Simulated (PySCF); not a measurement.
# NMR shielding calculation, with input and output: C$_{7}$H$_{11}$FOSi

System: C$_{7}$H$_{11}$FOSi.
Method: GIAO PBE0/pcSseg-1 NMR shielding, non-relativistic, gas phase (PySCF 2.14.0).

The geometry comes from this level: GFN2-xTB. It belongs to a series of runs on one base structure; here: H on C replaced by F. Figures and captions count atoms from 1; the log counts them from 0 in places.

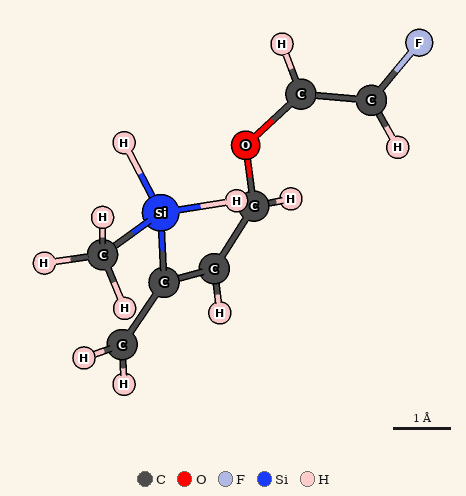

*The structure (ball-and-stick view, seen at a tilt).*

Input file
```
{"job": {"kind": "nmr", "xc": "PBE0", "basis": "pcSseg-1"}, "charge": 0, "multiplicity": 1}
C     -1.259469    -2.403065    -0.558597
C     -0.555409    -1.284655    -0.358839
C      0.865257    -1.300497    -0.646475
C      1.668615    -0.237000    -0.623103
O      1.176113     1.019442    -0.410996
C      1.975896     1.993929     0.061283
C      3.181854     1.863093     0.600264
F      3.845563     2.960311     1.014063
Si    -1.355505     0.302271     0.309551
C     -3.135332    -0.093276     0.848527
H     -2.315399    -2.455686    -0.359922
H     -0.804383    -3.307379    -0.937607
H      1.308294    -2.252623    -0.905792
H      2.727773    -0.303359    -0.838813
H      1.510415     2.965984    -0.022651
H      3.742719     0.958415     0.770116
H     -1.424582     1.330350    -0.734823
H     -0.638398     0.756549     1.509843
H     -3.757905    -0.393896     0.011348
H     -3.169389    -0.886004     1.589755
H     -3.595649     0.784040     1.291991
```

The first line tells a small driver script what to run in PySCF; the rest is the geometry in Å.

Launched with:
```bash
OMP_NUM_THREADS=1 python <driver script> task.json out
```

The program's output
```
coarse grid: 18224 points
cycle   1  E = -736.9808328689  dE =  1.344e+00  |g| = 6.743e-01  |ddm| = 4.163e+00
cycle   2  E = -736.9096031752  dE =  7.123e-02  |g| = 9.009e-01  |ddm| = 1.215e+00
cycle   3  E = -737.0723538262  dE = -1.628e-01  |g| = 1.157e-01  |ddm| = 7.781e-01
cycle   4  E = -737.0750622771  dE = -2.708e-03  |g| = 4.632e-02  |ddm| = 1.237e-01
cycle   5  E = -737.0755541070  dE = -4.918e-04  |g| = 1.444e-02  |ddm| = 4.573e-02
cycle   6  E = -737.0755928775  dE = -3.877e-05  |g| = 6.334e-03  |ddm| = 1.511e-02
cycle   7  E = -737.0756018196  dE = -8.942e-06  |g| = 1.672e-03  |ddm| = 6.882e-03
final grid: 172288 points
cycle   8  E = -737.1526315432  dE = -4.157e-05  |g| = 1.309e-02  |ddm| = 4.067e-02
cycle   9  E = -737.1525792365  dE =  5.231e-05  |g| = 2.091e-02  |ddm| = 2.320e-02
cycle  10  E = -737.1526645151  dE = -8.528e-05  |g| = 2.956e-03  |ddm| = 1.623e-02
cycle  11  E = -737.1526666864  dE = -2.171e-06  |g| = 5.106e-04  |ddm| = 2.973e-03
cycle  12  E = -737.1526667338  dE = -4.746e-08  |g| = 1.819e-04  |ddm| = 5.123e-04
cycle  13  E = -737.1526667405  dE = -6.675e-09  |g| = 5.385e-05  |ddm| = 1.979e-04
cycle  14  E = -737.1526667413  dE = -7.349e-10  |g| = 1.761e-05  |ddm| = 7.001e-05
```

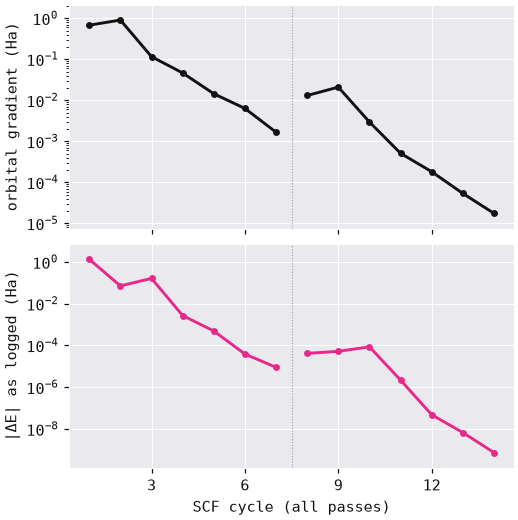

*Convergence of the self-consistent field: orbital gradient and size of the energy change against the SCF cycle. The dotted line marks the change from a coarse to the final integration grid.*

The first 7 cycles use a coarse grid, the final grid takes over at cycle 8, and the field converges after 14 cycles in all.

```
converged SCF energy = -737.1526667413

GIAO shielding tensors (ppm)
atom      isotropic    diamagn.    paramagn.     s11        s22        s33       span
  0 C       51.294     252.094    -200.800    -56.797     57.594    153.085    209.882
  1 C       38.961     262.445    -223.484    -70.307     10.055    177.134    247.441
  2 C       60.401     255.976    -195.576    -36.068     83.028    134.242    170.311
  3 C       41.687     254.786    -213.100    -42.702     68.738     99.024    141.726
  4 O      182.672     405.072    -222.400     81.878    168.297    297.842    215.965
  5 C       44.649     246.799    -202.150    -45.063     69.877    109.133    154.196
  6 C       39.084     256.792    -217.708    -31.448     59.184     89.517    120.965
  7 F      360.710     465.931    -105.221    300.244    352.214    429.673    129.429
  8 Si     398.189     882.595    -484.406    353.675    406.879    434.013     80.339
  9 C      193.159     254.276     -61.117    191.035    192.556    195.887      4.851
 10 H       26.124      32.110      -5.986     23.739     23.929     30.704      6.965
 11 H       25.639      30.947      -5.307     22.779     24.858     29.282      6.503
 12 H       25.877      33.083      -7.206     23.994     25.266     28.372      4.378
 13 H       25.550      32.141      -6.591     22.370     25.578     28.701      6.331
 14 H       24.501      29.268      -4.767     21.912     23.247     28.345      6.434
 15 H       24.613      31.895      -7.282     21.923     22.849     29.066      7.143
 16 H       26.871      31.822      -4.951     22.486     27.378     30.748      8.261
 17 H       27.099      32.521      -5.422     22.475     27.751     31.071      8.596
 18 H       31.516      30.863       0.653     27.254     28.979     38.314     11.060
 19 H       31.622      31.460       0.162     27.367     29.132     38.366     10.999
 20 H       31.594      29.705       1.889     26.887     28.787     39.107     12.220
```

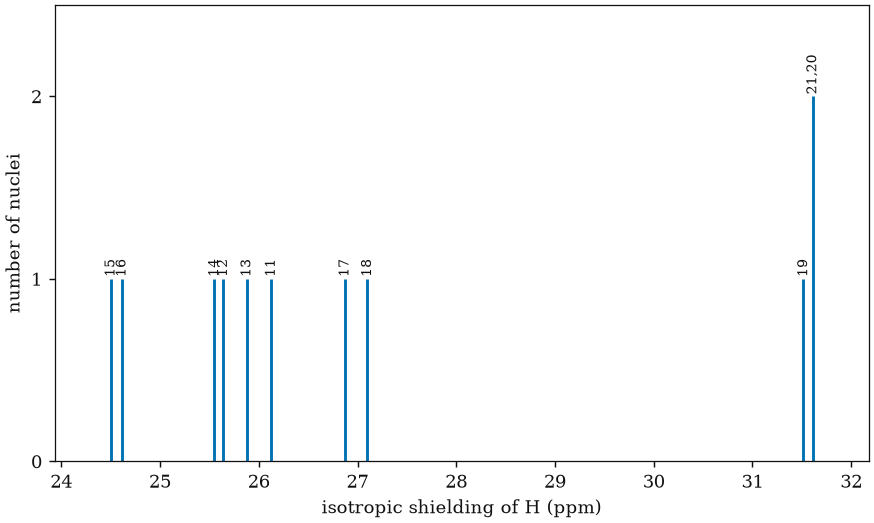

*Isotropic shieldings of the hydrogen nuclei in this fixed geometry, labelled by atom number; shielding grows to the right, so chemical shift grows to the left.*

The least shielded is H15 (24.5 ppm), the most shielded H20 (31.6 ppm).

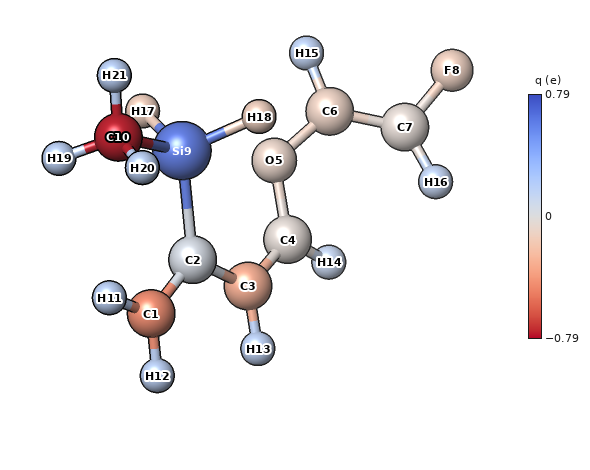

*ESP-fitted charges, as the colour of each atom (ball-and-stick view, seen at a tilt; atoms are numbered from 1 in the order of the input).*

By element: C −0.75 to +0.04, O −0.10, F −0.15, Si +0.63 and H −0.15 to +0.19 e.

Results in brief

```csv
quantity,value
outcome,converged
total energy,−737.152667 hartree
HOMO,−6.40 eV
LUMO,−1.04 eV
dipole moment,1.62 D
"isotropic shielding, C",39.0 to 193.2 ppm
"isotropic shielding, O",182.7 ppm
"isotropic shielding, F",360.7 ppm
"isotropic shielding, Si",398.2 ppm
"isotropic shielding, H",24.5 to 31.6 ppm
hardware,"1 CPU thread, shared host"
wall time,96 s
peak memory,1.1 GiB
```
